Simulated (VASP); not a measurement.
Band structure of MgO (rock salt). Level of theory: PBE GGA, VASP's PBE PAW potentials (set 64) (plane waves; VASP 6.6.1).

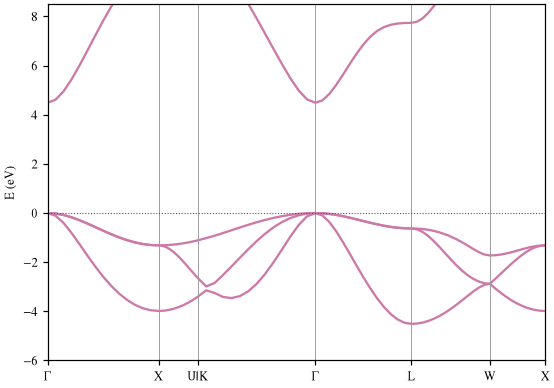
Figure. Bands along high-symmetry lines, zero at the valence-band maximum or, without a gap, the Fermi level

Question: Read the plot: is there a gap, and where are the band edges?

Answer: The gap is direct, 4.49 eV, from the valence maximum at Γ to the conduction minimum at Γ. (Edges off the drawn lines would not show.)

Measured: gap 8.36 eV (computed value off by -3.87 eV), as given by Wei Chen et al., Physical Review Materials (2018), doi:10.1103/physrevmaterials.2.073803 [zero-point renormalisation of 0.53 eV added back (the table's ZPR column)].

The compound is MgO in the rock salt structure. It was relaxed first.
